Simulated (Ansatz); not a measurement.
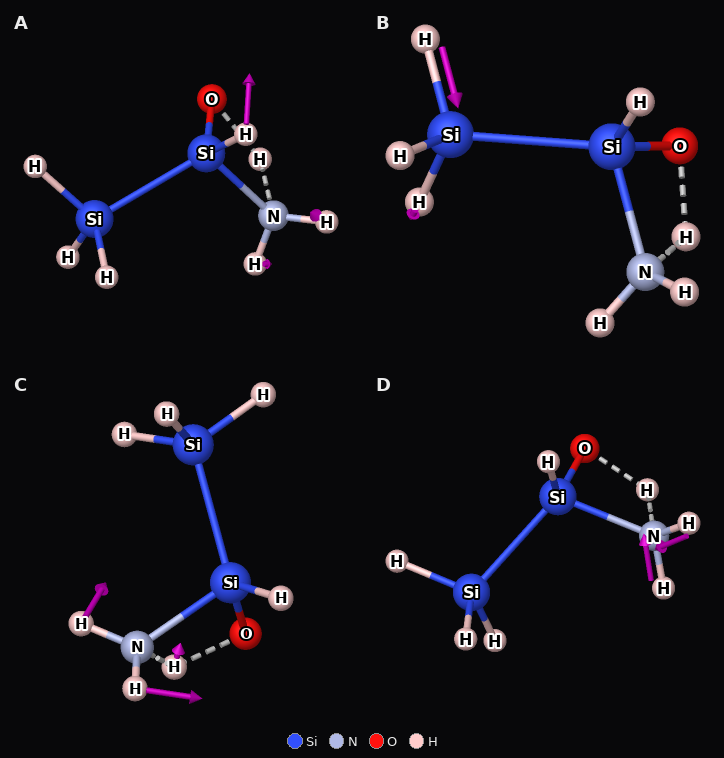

4 normal modes of one molecule or complex, as arrows. Broken sticks mark bonds that form or break. Harmonic vibrations computed with RKS PBE0-D4/def2-TZVP (Ansatz 0.2.0) at a stationary point of the same level. It is a saddle point of order 1.

Match the panels to the wavenumbers 813 cm⁻¹, 1548 cm⁻¹, 2230 cm⁻¹, 3532 cm⁻¹.

A: 813 cm⁻¹
B: 2230 cm⁻¹
C: 1548 cm⁻¹
D: 3532 cm⁻¹
